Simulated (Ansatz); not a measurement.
Consider C4H4Sn.

```xyz
9

C     1.7789    2.1622    0.0863
C     1.3164    1.0494    0.1295
Sn    0.5564   -0.8814    0.2130
C    -1.4749   -0.7746   -0.2050
C    -2.6563   -0.7345   -0.4435
H     2.1815    3.1486    0.0466
H     1.3184   -1.8295   -0.9716
H     0.7685   -1.4941    1.7822
H    -3.7005   -0.6926   -0.6546
```

Geometry: PBE0-D4/def2-TZVP; core potentials replace the inner electrons of Sn.

All numbers below come from RKS PBE0-D4/def2-TZVPP (Ansatz).

**What can the converged electron density and electron localisation function tell about the bonding?**

C–C (1.21 Å): ρ is about 2.8 e/Å³ halfway; the ELF peaks at about 0.85 between the atoms (a multiple bond).
C–Sn (2.08 Å): ρ is about 0.77 e/Å³ halfway; the ELF peaks at about 0.95 in the valence shell of C, 0.7 Å from its nucleus, and drops to about 0.20 between the two atoms.
C–H (1.07 Å): ρ at the midpoint is about 2.2 e/Å³; the ELF climbs to about 1 towards the hydrogen, as it does in any bond to H; an ordinary covalent bond to hydrogen.

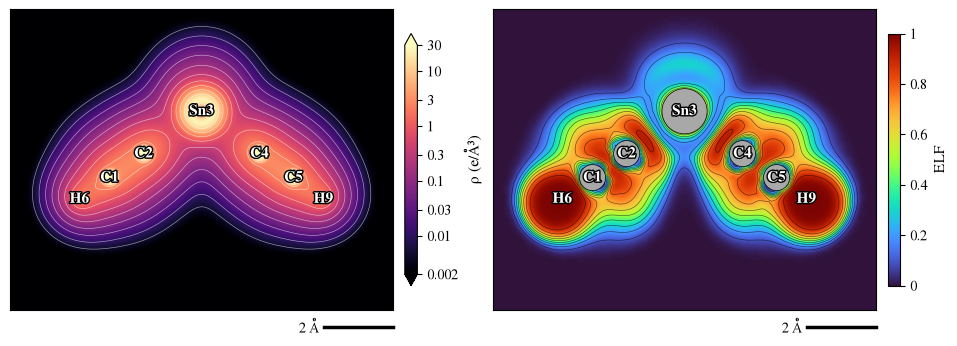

Computed electron density and electron localisation function on the plane of atoms C2, Sn3 and C4, in this order. Grey discs cover the atomic cores in the ELF map. 
